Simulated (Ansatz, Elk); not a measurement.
**Bonding as seen by X-rays: TlGa2FeN2**

Structure refinements treat a crystal as free atoms side by side. For a made-up structure of TlGa2FeN2 (cell and positions from a PBEsol relaxation) the runs below show what the calculated density changes in F(hkl).

Main program and level: Elk 11.2.3 (patched build); DFT, PBE, all-electron APW+lo, Dirac cores, scalar-relativistic bands, static density, ferromagnetic start.

The structure was built from a prototype and need not be the compound's stable phase.

### 1. The starting structure

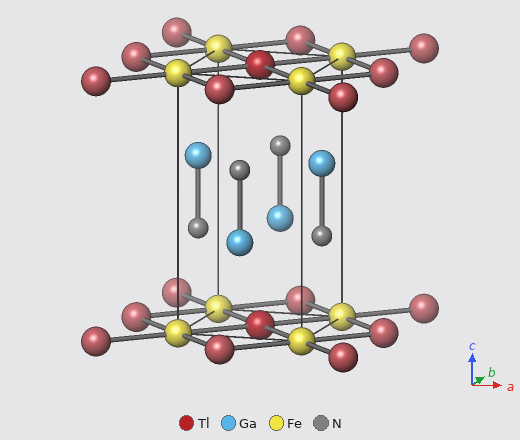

The cell as given, slightly off an axis (thallium red, gallium blue, iron yellow, nitrogen grey). Some periodic images of atoms are drawn too.

### 2. Ground state and structure factors

An all-electron density is needed, since X-rays see the cores too. Task 0 finds the density and task 195 Fourier-transforms it; tshift is off so that phases refer to the origin typed.

File elk.in:

```
tasks
  0
  195
  196

xctype
  20

spinpol
  .true.

rgkmax
  7.0

gmaxvr
  14.0

lmaxo
  7

lmaxapw
  8

swidth
  0.002

tshift
  .false.

ramdisk
  .false.

hmaxvr
  5.5

maxscl
  120

epspot
  1e-06

reducebf
  0.8

sppath
  './'

avec
  6.46142454794 -0.00000000000 0.00000000000
  -0.00000000000 6.46142454794 0.00000000000
  0.00000000000 0.00000000000 13.18719273695

atoms
  4
  'Tl.in'
  1
  0.5000000000 0.5000000000 0.0000000000   0.000000 0.000000 0.000000
  'Ga.in'
  2
  -0.0000000000 0.5000000000 0.6366028216   0.000000 0.000000 0.000000
  0.5000000000 0.0000000000 0.3633971784   0.000000 0.000000 0.000000
  'Fe.in'
  1
  -0.0000000000 -0.0000000000 0.0000000000   0.000000 0.000000 -0.110000
  'N.in'
  2
  -0.0000000000 0.5000000000 0.3579269609   0.000000 0.000000 0.000000
  0.5000000000 0.0000000000 0.6420730391   0.000000 0.000000 0.000000

ngridk
  6 6 3
```

Launch:

```
$ OMP_NUM_THREADS=4 elk
```

Numbers of over 12 decimals in the logs are rounded to 6 here.

The log of the run:

```text
┌─────────────────────────┐
│ Elk code version 11.2.3 │
└─────────────────────────┘

All units are atomic (Hartree, Bohr, etc.)

┌─────────────────────────────────────────────────┐
│ Ground-state run starting from atomic densities │
└─────────────────────────────────────────────────┘

Lattice vectors :
   6.461424548      -0.000000000       0.000000000
  -0.000000000       6.461424548       0.000000000
   0.000000000       0.000000000       13.18719274

Reciprocal lattice vectors :
  0.9724148693       0.000000000      -0.000000000
   0.000000000      0.9724148693      -0.000000000
  -0.000000000      -0.000000000      0.4764611720

Unit cell volume      :    550.5653916
Brillouin zone volume :   0.4505372427

Muffin-tin inner radius fraction :   0.1000000000E-01

Nuclei treated as point charges

Species : 1 (Tl)
 parameters loaded from : Tl.in
 name : thallium
 nuclear charge    :   -81.00000000
 electronic charge :    81.00000000
 atomic mass :    372567.9643
 muffin-tin radius :    2.433263061
 number of radial points in muffin-tin :   1393
 inner part over the whole radius :   0.9940574781E-02
 number on inner part of muffin-tin    :    997
 approximate nuclear radius :   0.1043008296E-03
 number of mesh points to nuclear radius :    529
 atomic positions (lattice), magnetic fields (Cartesian) :
  1 :   0.50000000  0.50000000  0.00000000    0.00000000  0.00000000  0.00000000

Species : 2 (Ga)
 parameters loaded from : Ga.in
 name : gallium
 nuclear charge    :   -31.00000000
 electronic charge :    31.00000000
 atomic mass :    127097.2539
 muffin-tin radius :    2.071401306
 number of radial points in muffin-tin :    993
 inner part over the whole radius :   0.9914280265E-02
 number on inner part of muffin-tin    :    699
 approximate nuclear radius :   0.7562051033E-04
 number of mesh points to nuclear radius :    342
 atomic positions (lattice), magnetic fields (Cartesian) :
  1 :   0.00000000  0.50000000  0.63660282    0.00000000  0.00000000  0.00000000
  2 :   0.50000000  0.00000000  0.36339718    0.00000000  0.00000000  0.00000000

Species : 3 (Fe)
 parameters loaded from : Fe.in
 name : iron
 nuclear charge    :   -26.00000000
 electronic charge :    26.00000000
 atomic mass :    101799.2075
 muffin-tin radius :    2.085654053
 number of radial points in muffin-tin :    993
 inner part over the whole radius :   0.9998113564E-02
 number on inner part of muffin-tin    :    698
 approximate nuclear radius :   0.7160107270E-04
 number of mesh points to nuclear radius :    335
 atomic positions (lattice), magnetic fields (Cartesian) :
  1 :   0.00000000  0.00000000  0.00000000    0.00000000  0.00000000 -0.11000000

Species : 4 (N)
 parameters loaded from : N.in
 name : nitrogen
 nuclear charge    :   -7.000000000
 electronic charge :    7.000000000
 atomic mass :    25532.65216
 muffin-tin radius :    1.553550980
 number of radial points in muffin-tin :    593
 inner part over the whole radius :   0.9891116723E-02
 number on inner part of muffin-tin    :    405
 approximate nuclear radius :   0.4939692610E-04
 number of mesh points to nuclear radius :    171
 atomic positions (lattice), magnetic fields (Cartesian) :
  1 :   0.00000000  0.50000000  0.35792696    0.00000000  0.00000000  0.00000000
  2 :   0.50000000  0.00000000  0.64207304    0.00000000  0.00000000  0.00000000

Total number of atoms per unit cell :    6
Total muffin-tin volume :    204.2197642
 ratio of muffin-tin to unit cell volume :   0.3709273545

Spin treatment :
 spin-polarised
 global magnetic field (Cartesian) :    0.000000000       0.000000000       0.000000000
 collinear magnetisation in z-direction

Number of Bravais lattice symmetries :   16
Number of crystal symmetries         :    8
Crystal has no inversion symmetry
Complex Hermitian eigensolver will be used

k-point grid :      6     6     3
k-point offset :    0.000000000       0.000000000       0.000000000
k-point set is reduced with full crystal symmetry group
Total number of k-points :       26

[...]
sum of occupied eigenvalues :     -15536.826707585
 electron kinetic            :      28879.763462215
 core electron kinetic       :      28218.897830662
 Coulomb                     :     -53835.576956162
 Coulomb potential           :     -43629.403847601
 nuclear-nuclear             :     -2202.4765532376
 electron-nuclear            :     -59684.669801327
 Hartree                     :      8051.5693984028
 Madelung                    :     -32020.875032361
 xc potential                :     -787.07352275670
 xc effective B-field        :    -0.112796
 external B-field            :      0.000000
 exchange                    :     -593.37614838151
 correlation                 :     -9.718394
 electron entropic           :    -0.15616742815779E-02
 total energy                :     -25558.909597689
 (external B-field energy excluded from total)

Density of states at Fermi energy :    121.6326369
 (states/Hartree/unit cell)

Estimated indirect band gap :   0.2292956757E-02
 from k-point 5 to k-point 14
Estimated direct band gap   :   0.2768079325E-02
 at k-point 5

Charges :
 core                        :    112.0000000
 valence                     :    71.00000000
 interstitial                :    10.59327469
 muffin-tins (core leakage)
  species : 1 (Tl)
[...]
species : 2 (Ga)
[...]
species : 3 (Fe)
[...]
species : 4 (N)
[...]
total in muffin-tins        :    172.4067253
 total calculated charge     :    182.9905261
 total charge                :    183.0000000
 error                       :   0.9473877320E-02

Moments :
 interstitial                :   0.6998825880E-01
 muffin-tins
  species : 1 (Tl)
[...]
species : 2 (Ga)
[...]
species : 3 (Fe)
[...]
species : 4 (N)
[...]
total in muffin-tins        :    2.273824353
 total moment                :    2.343812612

RMS change in Kohn-Sham potential (target) :   0.6841119589E-06 (  0.1000000000E-05)
Absolute change in total energy (target)   :   0.4637359598E-04 (  0.1000000000E-03)

Convergence targets achieved

┌──────────────────┐
│ Loop number : 26 │
└──────────────────┘

Energies :
 Fermi                       :     0.297436
 sum of occupied eigenvalues :     -15536.826703256
 electron kinetic            :      28879.763481756
 core electron kinetic       :      28218.897826826
 Coulomb                     :     -53835.576979652
 Coulomb potential           :     -43629.403745876
 nuclear-nuclear             :     -2202.4765532376
 electron-nuclear            :     -59684.669952092
 Hartree                     :      8051.5695256776
 Madelung                    :     -32020.875106714
 xc potential                :     -787.07364235160
 xc effective B-field        :    -0.112794
 external B-field            :      0.000000
 exchange                    :     -593.37615032027
 correlation                 :     -9.718394
 electron entropic           :    -0.15616856775554E-02
 total energy                :     -25558.909603727
 (external B-field energy excluded from total)

Density of states at Fermi energy :    121.6339521
 (states/Hartree/unit cell)

Estimated indirect band gap :   0.2292895817E-02
 from k-point 5 to k-point 14
Estimated direct band gap   :   0.2768007567E-02
 at k-point 5

Charges :
 core                        :    112.0000000
 valence                     :    71.00000000
 interstitial                :    10.59327261
 muffin-tins (core leakage)
  species : 1 (Tl)
[...]
species : 2 (Ga)
[...]
species : 3 (Fe)
   atom 1                    :    24.39219180     ( -0.2177498128E-06)
  species : 4 (N)
   atom 1                    :    5.615533650     (  0.2225850851E-05)
   atom 2                    :    5.615533650     (  0.2225850851E-05)
 total in muffin-tins        :    172.4067274
 total calculated charge     :    182.9905261
 total charge                :    183.0000000
 error                       :   0.9473876445E-02

Moments :
 interstitial                :   0.6998607788E-01
 muffin-tins
  species : 1 (Tl)
[...]
species : 2 (Ga)
[...]
species : 3 (Fe)
   atom 1                    :    2.279432343
  species : 4 (N)
   atom 1                    :   0.3734084282E-01
   atom 2                    :   0.3734084282E-01
 total in muffin-tins        :    2.273802159
 total moment                :    2.343788237

┌──────────────────────────────┐
│ Self-consistent loop stopped │
└──────────────────────────────┘

Warning : the lowest level lies among the core levels :   -2.938472626      -3.126324992

Warning : core states of species 1 leak from the muffin-tin :   0.3343280775E-03

Warning : core states of species 2 leak from the muffin-tin :   0.4112182654E-02

Wrote STATE.OUT
```

It took 7.6 min on 4 threads of Arm Neoverse V1, shared host; peak memory 0.63 GiB.

SFACRHO.OUT:

```text

h k l indices transformed by vhmat matrix:
   1.000000000       0.000000000       0.000000000    
   0.000000000       1.000000000       0.000000000    
   0.000000000       0.000000000       1.000000000    

      h      k      l  multipl.   |H|            Re(F)            Im(F)           |F|

      0      0      0      1   0.0000000       183.00000     -0.91956543E-16   183.00000    
      0      0     -1      2  0.47646117       56.308354      0.17191417E-13   56.308354    
      0      0     -2      2  0.95292234       85.472141      0.10505866E-13   85.472141    
      0      1      0      4  0.97241487      -50.998094      0.12410600E-13   50.998094    
      0      1      1      4   1.0828693      -50.269973       31.253886       59.193543    
     -1      0      1      4   1.0828693      -50.269973      -31.253886       59.193543    
      0     -1      2      4   1.3614888      -48.410893      -39.588390       62.536831    
      0      1     -2      4   1.3614888      -48.410893       39.588390       62.536831    
     -1     -1      0      4   1.3752023       29.342354      0.99948038E-14   29.342354    
      0      0     -3      2   1.4293835       136.24656     -0.62796425E-13   136.24656    
      1     -1     -1      8   1.4554026       123.66294     -0.42978542E-14   123.66294    
     -1      1      2      8   1.6730936       91.093882     -0.71630903E-14   91.093882    
      0      1     -3      4   1.7287938      -45.901756      -21.061571       50.503079    
     -1      0     -3      4   1.7287938      -45.901756       21.061571       50.503079    
      0      0     -4      2   1.9058447       31.204919      0.10434235E-12   31.204919    
      2      0      0      4   1.9448297       128.17712     -0.21006487E-13   128.17712    
      1     -1     -3      8   1.9835117       35.897680      0.67094279E-13   35.897680    
      0     -2      1      4   2.0023431       45.428906      0.25771244E-01   45.428913
```

Elk indexes on the primitive cell of elk.in and gives |H| = 4π sin θ/λ in inverse bohr. Below, one row stands for each form hkl of the conventional cell (m members, Friedel mates merged), F is for one primitive cell and the density is static (no thermal factor). Free-atom factors are Waasmaier and Kirfel's, and R is Σm||F|−|F'||/Σm|F|.

| hkl | m | sin θ/λ (Å⁻¹) | abs F, DFT | neutral atoms | diff. | abs of complex diff. |
| --- | --- | --- | --- | --- | --- | --- |
| 001 | 2 | 0.072 | 56.308 | 56.284 | +0.025 | 0.025 |
| 002 | 2 | 0.143 | 85.472 | 85.325 | +0.147 | 0.147 |
| 100 | 4 | 0.146 | 50.998 | 51.252 | -0.254 | 0.254 |
| 101 | 8 | 0.163 | 59.194 | 59.649 | -0.455 | 0.531 |
| 102 | 8 | 0.205 | 62.537 | 63.063 | -0.526 | 0.663 |
| 110 | 4 | 0.207 | 29.342 | 29.815 | -0.473 | 0.473 |
| 003 | 2 | 0.215 | 136.247 | 136.067 | +0.180 | 0.180 |
| 111 | 8 | 0.219 | 123.663 | 123.782 | -0.119 | 0.119 |
| 112 | 8 | 0.252 | 91.094 | 91.328 | -0.234 | 0.234 |
| 103 | 8 | 0.260 | 50.503 | 50.656 | -0.153 | 0.193 |
| 004 | 2 | 0.287 | 31.205 | 30.976 | +0.229 | 0.229 |
| 200 | 4 | 0.292 | 128.177 | 128.611 | -0.434 | 0.434 |
| 113 | 8 | 0.298 | 35.898 | 35.730 | +0.168 | 0.168 |
| 201 | 8 | 0.301 | 45.429 | 45.510 | -0.081 | 0.085 |
| 104 | 8 | 0.322 | 44.227 | 44.324 | -0.097 | 0.107 |
| 202 | 8 | 0.326 | 67.768 | 67.781 | -0.013 | 0.029 |
| 210 | 8 | 0.327 | 43.130 | 43.089 | +0.041 | 0.041 |
| 211 | 16 | 0.335 | 50.238 | 50.210 | +0.028 | 0.072 |

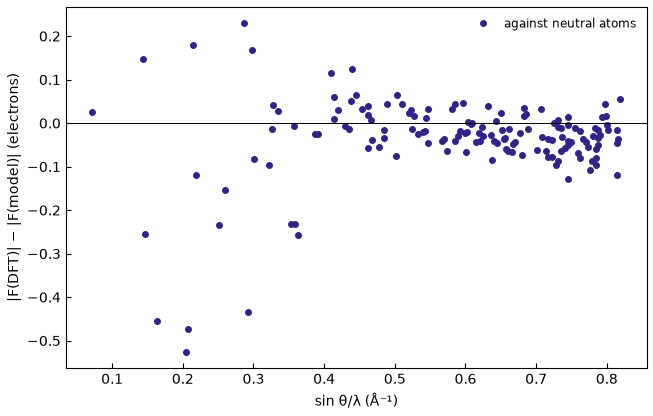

Difference between the calculated structure factors and the independent-atom ones.

### 3. The magnetisation density

The same run holds the spin density, and task 196 transforms it. The order is that of the start, and no other was tried.

SFACMAG_1.OUT:

```text

h k l indices transformed by vhmat matrix:
   1.000000000       0.000000000       0.000000000    
   0.000000000       1.000000000       0.000000000    
   0.000000000       0.000000000       1.000000000    

      h      k      l  multipl.   |H|            Re(F)            Im(F)           |F|

      0      0      0      1   0.0000000       2.3437884     -0.85916853E-17   2.3437884    
      0      0     -1      2  0.47646117       2.1093613      0.52230867E-16   2.1093613    
      0      0     -2      2  0.95292234       1.8509718     -0.11192329E-16   1.8509718    
      0      1      0      4  0.97241487       2.0605833      0.20171271E-16   2.0605833    
      0      1      1      4   1.0828693       1.8886692     -0.87326805E-01   1.8906870    
     -1      0      1      4   1.0828693       1.8886692      0.87326805E-01   1.8906870    
      0     -1      2      4   1.3614888       1.5694935      0.58760226E-01   1.5705931    
      0      1     -2      4   1.3614888       1.5694935     -0.58760226E-01   1.5705931    
     -1     -1      0      4   1.3752023       1.6569052      0.48877835E-17   1.6569052    
      0      0     -3      2   1.4293835       1.4280711     -0.68086666E-16   1.4280711    
      1     -1     -1      8   1.4554026       1.6226654      -0.0000000       1.6226654    
     -1      1      2      8   1.6730936       1.3140867     -0.35442374E-16   1.3140867    
      0      1     -3      4   1.7287938       1.1698277     -0.63916459E-03   1.1698279    
     -1      0     -3      4   1.7287938       1.1698277      0.63916459E-03   1.1698279    
      0      0     -4      2   1.9058447      0.92349226      0.91404017E-16  0.92349226    
      2      0      0      4   1.9448297       1.2309650      0.95917275E-17   1.2309650
```

The total moment is 2.34 μB a cell; sphere moments: Tl1 -0.05, Ga2 -0.02, Ga3 -0.02, Fe4 +2.28, N5 +0.04, N6 +0.04 μB. Polarised neutrons measure spin and orbital magnetisation together; without spin-orbit coupling the run gives the spin part:

| hkl | sin θ/λ (Å⁻¹) | abs F_M (μB) |
| --- | --- | --- |
| 001 | 0.072 | 2.109 |
| 002 | 0.143 | 1.851 |
| 100 | 0.146 | 2.061 |
| 101 | 0.163 | 1.891 |
| 102 | 0.205 | 1.571 |
| 110 | 0.207 | 1.657 |
| 003 | 0.215 | 1.428 |
| 111 | 0.219 | 1.623 |
| 112 | 0.252 | 1.314 |
| 103 | 0.260 | 1.170 |
| 004 | 0.287 | 0.923 |
| 200 | 0.292 | 1.231 |
| 113 | 0.298 | 0.966 |
| 201 | 0.301 | 1.118 |

(Continued in part 2 of 2.)

[Logs are printed without paths, hosts, clocks, repeated set-up lines and the standing remarks that a program may print on its own settings, such as how far it seeks lower states.]

[Hosts, paths, dates, database ids (printed as entryN), source tags and the programs' standing remarks are cut or masked in the printed files.]
